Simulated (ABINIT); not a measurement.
## LaAlH6 (R-3m): G0W0 with ABINIT, start to end

Wanted: ground state, empty states, screening and self-energy for LaAlH6 (R-3m).

Program: ABINIT 10.8.3. Level of theory: PBEsol and many-body steps on it, plane waves. Results are calculated unless marked as measured.

**1. Starting point**

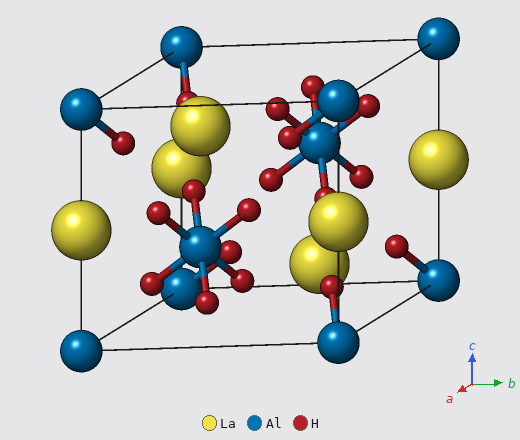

The cell as given, slightly off an axis (lanthanum yellow, aluminium blue, hydrogen red). This picture shows the conventional cell, with its axes. Bonds to atoms that aren't drawn are left out. Some periodic images of atoms are drawn too.

The cell and positions are those that the Materials Project relaxed with its own functionals (PBE, PBE+U or r2SCAN), kept fixed. Spin-orbit coupling is left out unless a step names it.

**2. Ground state**

This step: ABINIT 10.8.3; DFT, PBEsol, plane waves, norm-conserving pseudopotentials.

The ground-state density comes first.

Input file run.abi:

```
acell 3*1.0 Angstrom
rprim 
  3.258000458606 1.881007441796 2.097130288200
  -3.258000458606 1.881007441796 2.097130288200
  -0.000000000000 -3.762014883593 2.097130288200
ntypat 3
znucl 57 13 1
natom 8
typat 1 2 3 3 3 3 3 3
xred 
  0.500000000000 0.500000000000 0.500000000000
  0.000000000000 0.000000000000 0.000000000000
  0.939950120000 0.291822870000 0.291822870000
  0.291822870000 0.939950120000 0.291822870000
  0.291822870000 0.291822870000 0.939950120000
  0.060049880000 0.708177130000 0.708177130000
  0.708177130000 0.060049880000 0.708177130000
  0.708177130000 0.708177130000 0.060049880000
pp_dirpath "pseudos"
pseudos "La.upf, Al.upf, H.upf"
ecut 50
ngkpt 6 6 6
nshiftk 1
shiftk 0 0 0
kptopt 1
chksymbreak 0
nband 18
occopt 1
tolvrs 1e-10
nstep 60
prtwf 0
optforces 0
optstress 0
indata_prefix "in"
outdata_prefix "out"
tmpdata_prefix "tmp"
```

Started as:

```console
$ OMP_NUM_THREADS=1 mpirun -n 4 abinit run.abi > log
```

Numbers of over 12 decimals in the logs are rounded to 6 here.

Log:

```text
.Version 10.8.3 of ABINIT. v10.8.2 released Aug 2026.

 Symmetries : space group R-3 m (#166); Bravais hR (rhombohedral)
================================================================================
 Values of the parameters that define the memory need of the present run
     intxc =       0    ionmov =       0      iscf =       7    lmnmax =       8
     lnmax =       8     mgfft =      54  mpssoang =       4    mqgrid =    3001
     natom =       8  nloc_mem =       1    nspden =       1   nspinor =       1
    nsppol =       1      nsym =      12    n1xccc =    2501    ntypat =       3
    occopt =       1   xclevel =       2
-    mband =          18        mffmem =           1         mkmem =           8
       mpw =        8823          nfft =      157464          nkpt =          32
================================================================================
  Rough estimation (10% accuracy) of disk space for files :
================================================================================

--------------------------------------------------------------------------------
------------- Echo of variables that govern the present computation ------------
--------------------------------------------------------------------------------
 -outvars: echo values of preprocessed input variables --------
            acell      1.8897261259E+00  1.8897261259E+00  1.8897261259E+00 Bohr

      chksymbreak           0
             ecut      5.00000000E+01 Hartree
-          fftalg         312

              ixc     -116133
              kpt      0.00000000E+00  0.00000000E+00  0.00000000E+00
                       1.66666667E-01  0.00000000E+00  0.00000000E+00
                       3.33333333E-01  0.00000000E+00  0.00000000E+00
                       5.00000000E-01  0.00000000E+00  0.00000000E+00
                       1.66666667E-01  1.66666667E-01  0.00000000E+00
                       3.33333333E-01  1.66666667E-01  0.00000000E+00
                       5.00000000E-01  1.66666667E-01  0.00000000E+00
                      -3.33333333E-01  1.66666667E-01  0.00000000E+00
                      -1.66666667E-01  1.66666667E-01  0.00000000E+00
   [... 21 further rows ...]
                      -3.33333333E-01  5.00000000E-01  3.33333333E-01
                       5.00000000E-01  5.00000000E-01  5.00000000E-01
         kptrlatt        6    0    0      0    6    0      0    0    6
          kptrlen      4.88349112E+01
P           mkmem           8
            natom           8
            nband          18
            ngfft          54      54      54
             nkpt          32
            nstep          60
             nsym          12
           ntypat           3
              occ      2.000000  2.000000  2.000000  2.000000  2.000000  2.000000
                       2.000000  2.000000  2.000000  2.000000  0.000000  0.000000
                       0.000000  0.000000  0.000000  0.000000  0.000000  0.000000
        optforces           0
        optstress           0
            prtwf           0
            rprim      3.2580004586E+00  1.8810074418E+00  2.0971302882E+00
[...]
spgroup         166

           tolvrs      1.00000000E-10

             xred      5.0000000000E-01  5.0000000000E-01  5.0000000000E-01
[...]
znucl       57.00000   13.00000    1.00000

================================================================================

 chkinp: Checking input parameters for consistency.

================================================================================
== DATASET  1 ==================================================================
-   mpi_nproc: 4, omp_nthreads: 1 (-1 if OMP is not activated)

--- !DatasetInfo
iteration_state: {dtset: 1, }
dimensions: {natom: 8, nkpt: 32, mband: 18, nsppol: 1, nspinor: 1, nspden: 1, mpw: 8823, }
cutoff_energies: {ecut:  50.0, pawecutdg:  -1.0, }
electrons: {nelect:   2.00000000E+01, charge:   0.00000000E+00, occopt:   1.00000000E+00, tsmear:   1.00000000E-02, }

 Real(R)+Recip(G) space primitive vectors, cartesian coordinates (Bohr,Bohr^-1):
 R(1)=  6.1567286  3.5545889  3.9630019  G(1)=  0.0812120  0.0468877  0.0841113
 R(2)= -6.1567286  3.5545889  3.9630019  G(2)= -0.0812120  0.0468877  0.0841113
 R(3)=  0.0000000 -7.1091778  3.9630019  G(3)=  0.0000000 -0.0937755  0.0841113
 Unit cell volume ucvol=  5.2037320E+02 bohr^3
 Angles (23,13,12)=  9.83015991E+01  9.83015991E+01  9.83015991E+01 degrees

 getcut: wavevector=  0.0000  0.0000  0.0000  ngfft=  54  54  54
         ecut(hartree)=     50.000   => boxcut(ratio)=   2.08436

--- Pseudopotential description ------------------------------------------------
- La Generated using ONCVPSP code by D. R. Hamann
- 57.00000  11.00000  180301                  znucl, zion, pspdat
12 -116133 3 -1 1812                          pspcod,pspxc,lmax,lloc,mmax
     nproj     2     2     2     2
  pspatm : epsatm=   29.08531999
         --- l  ekb(1:nproj) -->
[...]
pspatm: atomic psp has been read  and splines computed

- Al Generated using ONCVPSP code by D. R. Hamann
- 13.00000   3.00000  180301                  znucl, zion, pspdat
12 -116133 2 -1 1876                          pspcod,pspxc,lmax,lloc,mmax
     nproj     2     2     2     0
  pspatm : epsatm=    0.68509285
         --- l  ekb(1:nproj) -->
[...]
pspatm: atomic psp has been read  and splines computed

- H Generated using ONCVPSP code by D. R. Hamann
-  1.00000   1.00000  180301                  znucl, zion, pspdat
12 -116133 1 -1 1180                          pspcod,pspxc,lmax,lloc,mmax
     nproj     2     1     0     0
  pspatm : epsatm=    0.35585368
         --- l  ekb(1:nproj) -->
[...]
1   -0.494138
 pspatm: atomic psp has been read  and splines computed

   6.38110698E+02                                ecore*ucvol(ha*bohr**3)
--------------------------------------------------------------------------------

_setup2: Arith. and geom. avg. npw (full set) are    8787.931    8787.917

================================================================================

--- !BeginCycle
iteration_state: {dtset: 1, }
solver: {iscf: 7, nstep: 60, nline: 4, wfoptalg: 0, }
tolerances: {tolvrs: 1.00E-10, }

     iter   Etot(hartree)      deltaE(h)  residm     vres2
 ETOT  1  -40.902684258729    -4.090E+01 5.523E-02 3.025E+02
 ETOT  2  -40.981702416052    -7.902E-02 8.184E-02 1.380E+01
 ETOT  3  -40.984648690869    -2.946E-03 8.194E-02 2.443E+00
 ETOT  4  -40.985500098822    -8.514E-04 3.652E-02 6.504E-02
 ETOT  5  -40.985767089659    -2.670E-04 6.072E-02 4.521E-01
 ETOT  6  -40.985900285773    -1.332E-04 3.700E-02 1.819E-01
 ETOT  7  -40.985921255681    -2.097E-05 8.150E-02 3.377E-01
 ETOT  8  -40.985934068671    -1.281E-05 2.553E-02 3.540E-01
 ETOT  9  -40.985963977036    -2.991E-05 2.802E-02 2.925E-03
 ETOT 10  -40.985967131313    -3.154E-06 1.099E-02 1.684E-03
[...]
ETOT 22  -40.985968897147    -5.863E-11 6.178E-03 1.528E-08
 ETOT 23  -40.985968897168    -2.105E-11 3.744E-03 8.758E-09
 ETOT 24  -40.985968897179    -1.068E-11 5.020E-03 2.482E-09
 ETOT 25  -40.985968897181    -2.743E-12 5.581E-03 2.727E-10
 ETOT 26  -40.985968897184    -2.963E-12 4.026E-03 9.010E-11

 At SCF step   26       vres2   =  9.01E-11 < tolvrs=  1.00E-10 =>converged.

--- !ResultsGS
iteration_state: {dtset: 1, }
comment   : Summary of ground state results
lattice_vectors:
- [  6.1567286,   3.5545889,   3.9630019, ]
- [ -6.1567286,   3.5545889,   3.9630019, ]
- [ -0.0000000,  -7.1091778,   3.9630019, ]
lattice_lengths: [   8.13915,    8.13915,    8.13915, ]
lattice_angles: [ 98.302,  98.302,  98.302, ] # degrees, (23, 13, 12)
lattice_volume:   5.2037320E+02
convergence: {deltae: -2.963E-12, res2:  9.010E-11, residm:  4.026E-03, diffor:  0.000E+00, }
etotal    :  -4.09859689E+01
entropy   :   0.00000000E+00
fermie    :   1.37704374E-01
cartesian_stress_tensor: null
pressure_GPa: null
xred      :
- [  5.0000E-01,   5.0000E-01,   5.0000E-01, La]
- [  0.0000E+00,   0.0000E+00,   0.0000E+00, Al]
- [  9.3995E-01,   2.9182E-01,   2.9182E-01,  H]
- [  2.9182E-01,   9.3995E-01,   2.9182E-01,  H]
- [  2.9182E-01,   2.9182E-01,   9.3995E-01,  H]
- [  6.0050E-02,   7.0818E-01,   7.0818E-01,  H]
- [  7.0818E-01,   6.0050E-02,   7.0818E-01,  H]
- [  7.0818E-01,   7.0818E-01,   6.0050E-02,  H]
cartesian_forces: null
force_length_stats: {min: null, max: null, mean: null, }

 Integrated electronic density in atomic spheres:
 ------------------------------------------------
 Atom  Sphere_radius  Integrated_density
[...]
================================================================================

 ----iterations are completed or convergence reached----

 Mean square residual over all n,k,spin=   48.416E-06; max=  40.265E-04
 reduced coordinates (array xred) for    8 atoms
[...]
0.291822870000      0.939950120000      0.291822870000
       0.291822870000      0.291822870000      0.939950120000
       0.060049880000      0.708177130000      0.708177130000
       0.708177130000      0.060049880000      0.708177130000
       0.708177130000      0.708177130000      0.060049880000
 rms dE/dt=  0.0000E+00; max dE/dt=  0.0000E+00; dE/dt below (all hartree)
    1       0.000000000000      0.000000000000      0.000000000000
    2       0.000000000000      0.000000000000      0.000000000000
    3       0.000000000000      0.000000000000      0.000000000000
    4       0.000000000000      0.000000000000      0.000000000000
    5       0.000000000000      0.000000000000      0.000000000000
    6       0.000000000000      0.000000000000      0.000000000000
    7       0.000000000000      0.000000000000      0.000000000000
    8       0.000000000000      0.000000000000      0.000000000000

 cartesian coordinates (angstrom) at end:
    1      0.000000    -5e-13     3.145695
    2      0.000000     0.000000     0.000000
    3      2.111599     1.219132     3.195179
    4     -2.111599     1.219132     3.195179
    5     -0.000000    -2.438264     3.195179
    6     -2.111599    -1.219132     3.096212
    7      2.111599    -1.219132     3.096212
    8      0.000000     2.438264     3.096212
 length scales=  1.889726125908  1.889726125908  1.889726125908 bohr
              =  1.000000000000  1.000000000000  1.000000000000 angstroms
 prteigrs : about to open file out_EIG
 Fermi (or HOMO) energy (hartree) =   0.13770   Average Vxc (hartree)=  -0.35684
 Eigenvalues (hartree) for nkpt=  32  k points:
 kpt#   1, nband= 18, wtk=  0.00463, kpt=  0.0000  0.0000  0.0000 (reduced coord)
  -1.00644   -0.41264   -0.40327   -0.40327   -0.14945    0.05403    0.05403    0.07225
   0.07225    0.07624    0.22231    0.26524    0.26965    0.27233    0.27507    0.27632
   0.27633    0.28283
 prteigrs : prtvol=0 or 1, do not print more k-points.

--- !EnergyTerms
iteration_state     : {dtset: 1, }
comment             : Components of total free energy in Hartree
kinetic             :  1.28807234749866E+01
hartree             :  5.05020772103833E+00
xc                  : -1.15298583804610E+01
Ewald energy        : -3.15544656766403E+01
psp_core            :  1.22625588805450E+00
local_psp           : -2.05468534000279E+01
non_local_psp       :  3.48802147586530E+00
total_energy        : -4.09859688971844E+01
total_energy_eV     : -1.11528503032705E+03
band_energy         : -4.13339082927701E+00

== END DATASET(S) ==============================================================
================================================================================

 -outvars: echo values of variables after computation  --------
           etotal     -4.0985968897E+01
            nband          18
             nkpt          32
          spgroup         166
 [... the other variables as echoed above ...]

 Calculation completed.
```

Elapsed: 2.4 min, on 4 MPI ranks of Intel Xeon Platinum 8223CL at 3.00GHz (Skylake/Cascade Lake), shared host; peak memory 0.49 GiB.

This step gave:

```yaml
total_energy: -1115.2850 eV
gap: 2.302 eV
k_of_the_valence_top: 0.5, 0, 0
k_of_the_conduction_bottom: 0, 0, 0
least_direct_gap: 2.916 eV
```

The gap is indirect, with the least direct gap 0.61 eV higher.

**3. Empty states on the mesh, 2×2×2 mesh, 67 bands**

The sums over transitions need many empty states on a uniform mesh; this step solves for them.

run.abi, as its differences from that of step 2:

```diff
@@ -21,3 +21,3 @@
 ecut 50
-ngkpt 6 6 6
+ngkpt 2 2 2
 nshiftk 1
@@ -26,9 +26,10 @@
 chksymbreak 0
-nband 18
-occopt 1
-tolvrs 1e-10
+iscf -2
+irdden 1
+istwfk *1
+nband 67
+nbdbuf 6
+tolwfr 1e-09
 nstep 60
-prtwf 0
-optforces 0
-optstress 0
+prtvol 0
 indata_prefix "in"
```

Log:

```text
.Version 10.8.3 of ABINIT. v10.8.2 released Aug 2026.

 Symmetries : space group R-3 m (#166); Bravais hR (rhombohedral)
[... echo of the input left out ...]
== DATASET  1 ==================================================================
-   mpi_nproc: 4, omp_nthreads: 1 (-1 if OMP is not activated)

--- !DatasetInfo
iteration_state: {dtset: 1, }
dimensions: {natom: 8, nkpt: 4, mband: 67, nsppol: 1, nspinor: 1, nspden: 1, mpw: 8790, }
cutoff_energies: {ecut:  50.0, pawecutdg:  -1.0, }
electrons: {nelect:   2.00000000E+01, charge:   0.00000000E+00, occopt:   1.00000000E+00, tsmear:   1.00000000E-02, }

 Real(R)+Recip(G) space primitive vectors, cartesian coordinates (Bohr,Bohr^-1):
 R(1)=  6.1567286  3.5545889  3.9630019  G(1)=  0.0812120  0.0468877  0.0841113
 R(2)= -6.1567286  3.5545889  3.9630019  G(2)= -0.0812120  0.0468877  0.0841113
 R(3)=  0.0000000 -7.1091778  3.9630019  G(3)=  0.0000000 -0.0937755  0.0841113
 Unit cell volume ucvol=  5.2037320E+02 bohr^3
 Angles (23,13,12)=  9.83015991E+01  9.83015991E+01  9.83015991E+01 degrees

 getcut: wavevector=  0.0000  0.0000  0.0000  ngfft=  54  54  54
         ecut(hartree)=     50.000   => boxcut(ratio)=   2.08436

--- Pseudopotential description ------------------------------------------------
- La Generated using ONCVPSP code by D. R. Hamann
- 57.00000  11.00000  180301                  znucl, zion, pspdat
12 -116133 3 -1 1812                          pspcod,pspxc,lmax,lloc,mmax
     nproj     2     2     2     2
  pspatm : epsatm=   29.08531999
         --- l  ekb(1:nproj) -->
             0    6.695600    0.639047
             1    6.383649    1.151322
             2    3.612966    0.847811
[...]
pspatm: atomic psp has been read  and splines computed

- Al Generated using ONCVPSP code by D. R. Hamann
- 13.00000   3.00000  180301                  znucl, zion, pspdat
12 -116133 2 -1 1876                          pspcod,pspxc,lmax,lloc,mmax
     nproj     2     2     2     0
  pspatm : epsatm=    0.68509285
         --- l  ekb(1:nproj) -->
[...]
pspatm: atomic psp has been read  and splines computed

- H Generated using ONCVPSP code by D. R. Hamann
-  1.00000   1.00000  180301                  znucl, zion, pspdat
12 -116133 1 -1 1180                          pspcod,pspxc,lmax,lloc,mmax
     nproj     2     1     0     0
  pspatm : epsatm=    0.35585368
         --- l  ekb(1:nproj) -->
[...]
1   -0.494138
 pspatm: atomic psp has been read  and splines computed

--------------------------------------------------------------------------------

================================================================================
 prteigrs : about to open file out_EIG
 Non-SCF case, kpt    1 (  0.00000  0.00000  0.00000), residuals and eigenvalues=
  6.45E-10  7.39E-10  2.37E-10  5.06E-10  2.41E-10  3.86E-10  6.40E-10  1.09E-10
  4.75E-10  8.47E-11  4.66E-10  3.76E-10  9.40E-10  6.75E-10  7.24E-10  3.90E-10
  6.86E-10  7.25E-10  4.65E-10  6.96E-10  4.11E-10  3.83E-10  9.21E-10  2.38E-10
[...]
-1.0064E+00 -4.1264E-01 -4.0327E-01 -4.0327E-01 -1.4945E-01  5.4033E-02
  5.4033E-02  7.2249E-02  7.2249E-02  7.6236E-02  2.2231E-01  2.6522E-01
  2.6855E-01  2.7075E-01  2.7075E-01  2.7631E-01  2.7631E-01  2.8199E-01
[...]
1.2677E+00  1.2851E+00  1.3125E+00  1.3125E+00  1.3511E+00  1.3511E+00
  1.3880E+00  1.3880E+00  1.4309E+00  1.4309E+00  1.4562E+00  1.4811E+00
  1.4968E+00
 prteigrs : prtvol=0 or 1, do not print more k-points.

--- !ResultsGS
iteration_state: {dtset: 1, }
comment   : Summary of ground state results
lattice_vectors:
- [  6.1567286,   3.5545889,   3.9630019, ]
- [ -6.1567286,   3.5545889,   3.9630019, ]
- [ -0.0000000,  -7.1091778,   3.9630019, ]
lattice_lengths: [   8.13915,    8.13915,    8.13915, ]
lattice_angles: [ 98.302,  98.302,  98.302, ] # degrees, (23, 13, 12)
lattice_volume:   5.2037320E+02
convergence: {deltae:  0.000E+00, res2:  0.000E+00, residm:  9.909E-10, diffor:  0.000E+00, }
etotal    :  -4.09859689E+01
entropy   :   0.00000000E+00
fermie    :   1.37704374E-01
cartesian_stress_tensor: null
pressure_GPa: null
xred      :
- [  5.0000E-01,   5.0000E-01,   5.0000E-01, La]
- [  0.0000E+00,   0.0000E+00,   0.0000E+00, Al]
- [  9.3995E-01,   2.9182E-01,   2.9182E-01,  H]
- [  2.9182E-01,   9.3995E-01,   2.9182E-01,  H]
- [  2.9182E-01,   2.9182E-01,   9.3995E-01,  H]
- [  6.0050E-02,   7.0818E-01,   7.0818E-01,  H]
- [  7.0818E-01,   6.0050E-02,   7.0818E-01,  H]
- [  7.0818E-01,   7.0818E-01,   6.0050E-02,  H]
cartesian_forces: null
force_length_stats: {min: null, max: null, mean: null, }

 Integrated electronic density in atomic spheres:
 ------------------------------------------------
 Atom  Sphere_radius  Integrated_density
[...]
================================================================================

 ----iterations are completed or convergence reached----

 Mean square residual over all n,k,spin=   55.123E-11; max=  99.092E-11
 reduced coordinates (array xred) for    8 atoms
[...]
0.708177130000      0.708177130000      0.060049880000

 cartesian coordinates (angstrom) at end:
    1      0.000000    -5e-13     3.145695
    2      0.000000     0.000000     0.000000
    3      2.111599     1.219132     3.195179
[...]
7      2.111599    -1.219132     3.096212
    8      0.000000     2.438264     3.096212
 length scales=  1.889726125908  1.889726125908  1.889726125908 bohr
              =  1.000000000000  1.000000000000  1.000000000000 angstroms
 prteigrs : about to open file out_EIG
 Eigenvalues (hartree) for nkpt=   4  k points:
 kpt#   1, nband= 67, wtk=  0.12500, kpt=  0.0000  0.0000  0.0000 (reduced coord)
[...]
1.15945    1.15945    1.17554    1.17554    1.20630    1.21835    1.26770    1.28509
   1.31254    1.31254    1.35114    1.35114    1.38802    1.38802    1.43092    1.43093
   1.45620    1.48106    1.49680
 prteigrs : prtvol=0 or 1, do not print more k-points.

== END DATASET(S) ==============================================================
================================================================================

 -outvars: echo values of variables after computation  --------
            nband          67
             nkpt           4
          spgroup         166
 [... the other variables as echoed above ...]

 Calculation completed.
```

Elapsed: 27 s, on 4 MPI ranks; peak memory 0.39 GiB; 1.8 min of CPU time.

This step gave:

| Quantity | Value |
| --- | --- |
| gap | 2.302 eV |
| k of the valence top | 0.5, 0, 0 |
| k of the conduction bottom | 0, 0, 0 |
| least direct gap | 3.039 eV |
| k points computed | 4 |
| lowest point of the top converged band, above the valence top | 33.45 eV |

On this mesh the gap is 2.302 eV.

(Continued in part 2 of 2.)

[Paths, hosts, dates, memory and timing lines, banners, echoed tables and standing remarks are left out of the program output.]

[Logs are printed without paths, hosts, clocks, repeated set-up lines and the standing remarks that a program may print on its own settings, such as how far it seeks lower states.]

[Runs of the session that timed out or met a known fault of the program may be left out.]

[Hosts, paths, dates, database ids (printed as entryN), source tags and the programs' standing remarks are cut or masked in the printed files.]

[G0W0 gaps are taken among the corrected bands and points alone; a level outside them can change the order at an edge.]

[Where Ansatz stands beside ABINIT at settings called matched, ABINIT's density can come from a denser mesh and the files from another edition; pairs whose starting gaps differed by over 0.03 eV were left out, so agreement reads better than it is.]
